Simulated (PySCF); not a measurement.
## Electronic structure of C₃H₈FNSi in real space

```json
{"atom": "N", "x (Å)": "2.1499", "y (Å)": "0.1387", "z (Å)": "0.6657"}
{"atom": "Si", "x (Å)": "0.8681", "y (Å)": "0.1603", "z (Å)": "-0.4840"}
{"atom": "C", "x (Å)": "-0.6598", "y (Å)": "1.1543", "z (Å)": "0.0831"}
{"atom": "C", "x (Å)": "-1.5437", "y (Å)": "-0.1070", "z (Å)": "0.0158"}
{"atom": "C", "x (Å)": "-0.4555", "y (Å)": "-1.1838", "z (Å)": "-0.1078"}
{"atom": "F", "x (Å)": "-0.7332", "y (Å)": "-2.1117", "z (Å)": "-1.1025"}
{"atom": "H", "x (Å)": "2.7055", "y (Å)": "0.9725", "z (Å)": "0.7739"}
{"atom": "H", "x (Å)": "2.7491", "y (Å)": "-0.6718", "z (Å)": "0.6955"}
{"atom": "H", "x (Å)": "1.1990", "y (Å)": "0.2649", "z (Å)": "-1.9079"}
{"atom": "H", "x (Å)": "-0.5846", "y (Å)": "1.5356", "z (Å)": "1.0989"}
{"atom": "H", "x (Å)": "-1.0177", "y (Å)": "1.9648", "z (Å)": "-0.5459"}
{"atom": "H", "x (Å)": "-2.1523", "y (Å)": "-0.1114", "z (Å)": "-0.8875"}
{"atom": "H", "x (Å)": "-2.2009", "y (Å)": "-0.2375", "z (Å)": "0.8744"}
{"atom": "H", "x (Å)": "-0.3246", "y (Å)": "-1.7685", "z (Å)": "0.8061"}
```

Geometry: GFN2-xTB.

Method: PySCF, PBE0/pcSseg-1, SCF density, gas phase, non-relativistic.

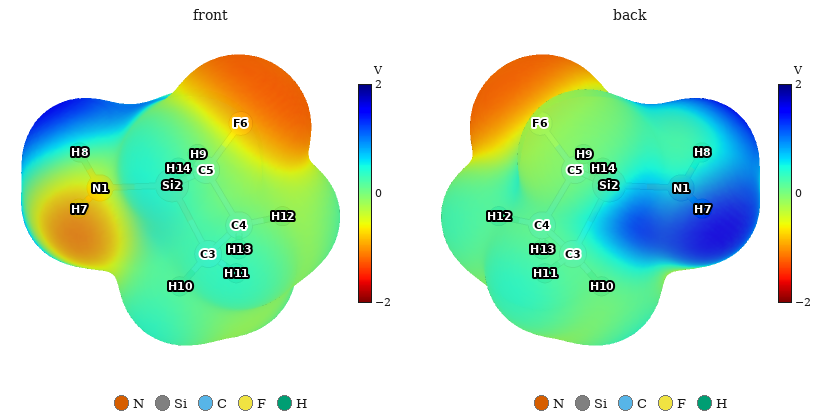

Figure 1. The molecular electrostatic potential painted on the density surface at 0.001 e/bohr³, seen from the front and from behind; the colour scale runs from red (negative) to blue (positive).

### Which sites attract a positive test charge, and which a negative one?

A positive charge is drawn to the negative regions and a negative charge to the positive ones. The most negative region (about −1.2 V) lies over F6, the most positive (about +1.5 V) over H7 and H8.

### What dipole moment does the calculation give?

Its dipole moment is 2.73 D.

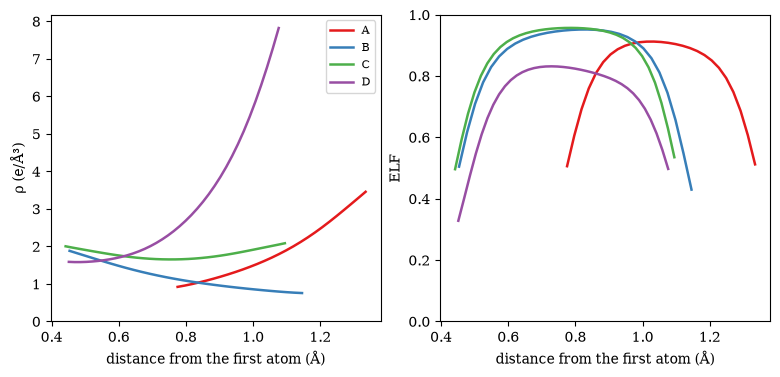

Figure 2. Total electron density and electron localisation function along straight lines between neighbouring atoms. The curves leave out the atomic cores.

### Which curve belongs to which contact (C–C, C–F, C–Si and Si–N)? The first atom named is at distance zero.

Curve A: Si–N (1.72 Å): the density is about 1.1 e/Å³ at the midpoint; the ELF peaks at about 0.90 between the atoms; a shared but strongly polarised pair. Curve B: C–Si (1.91 Å): ρ is about 0.9 e/Å³ halfway; the ELF peaks at about 0.95 between the atoms, as expected for localised, covalent bonding. Curve C: C–C (1.54 Å): ρ is about 1.7 e/Å³ halfway; the ELF peaks at about 0.95 between the atoms, as expected for a shared electron pair. Curve D: C–F (1.39 Å): the density is about 2 e/Å³ at the midpoint, with its minimum of 1.6 e/Å³ about 0.5 Å from C; the ELF peaks at about 0.85 between the atoms (a shared but strongly polarised pair).
